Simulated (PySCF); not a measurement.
Consider C$_{5}$H$_{8}$ClFSi$_{2}$.

```xyz
17

C     3.4685    0.6773   -0.3526
C     2.3901    0.6327    0.1782
Si    0.7201    0.6184    0.9877
Cl    0.9901    0.9828    2.9609
Si   -1.0089    1.5736   -0.2309
C    -1.8014   -0.1251   -0.6254
C    -0.7298   -1.2215   -0.6023
C     0.0711   -1.1974    0.6961
F    -0.7660   -1.5713    1.7435
H     4.4144    0.7039   -0.8131
H    -0.5599    2.2280   -1.4664
H    -1.9609    2.4587    0.4445
H    -2.5518   -0.3639    0.1312
H    -2.3141   -0.1408   -1.5868
H    -1.1991   -2.2025   -0.7204
H    -0.0267   -1.0814   -1.4268
H     0.8575   -1.9596    0.6724
```

Geometry: GFN2-xTB.

These are results of PBE0/pcSseg-1, SCF density, gas phase, non-relativistic in PySCF 2.14.0, not measurements.

Q: What can the converged electron density and electron localisation function tell about the bonding?

A: C–C (1.20 Å): the density is about 2.8 e/Å³ at the midpoint; the ELF peaks at about 0.85 between the atoms (a short, multiple covalent bond).
C–Si (1.86 Å): the density is about 0.92 e/Å³ at the midpoint; the ELF peaks at about 0.95 between the atoms: a covalent bond.
Si–Cl (2.02 Å): ρ is about 0.95 e/Å³ halfway; the ELF peaks at about 0.90 between the atoms; a polar covalent bond.
C–H (1.05 Å): the density is about 2.2 e/Å³ at the midpoint; the ELF climbs to about 1 towards the hydrogen, as it does in any bond to H (an ordinary covalent bond to hydrogen).

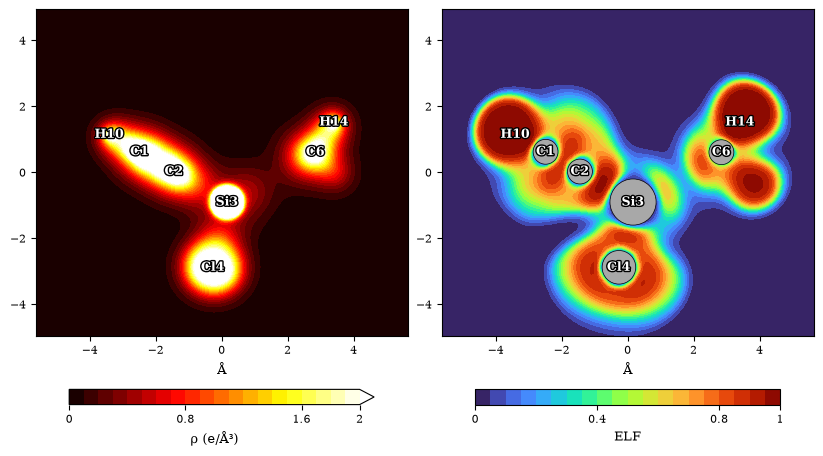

Computed electron density and electron localisation function on the plane of atoms C2, Si3 and Cl4, in this order. Grey discs cover the atomic cores in the ELF map. 
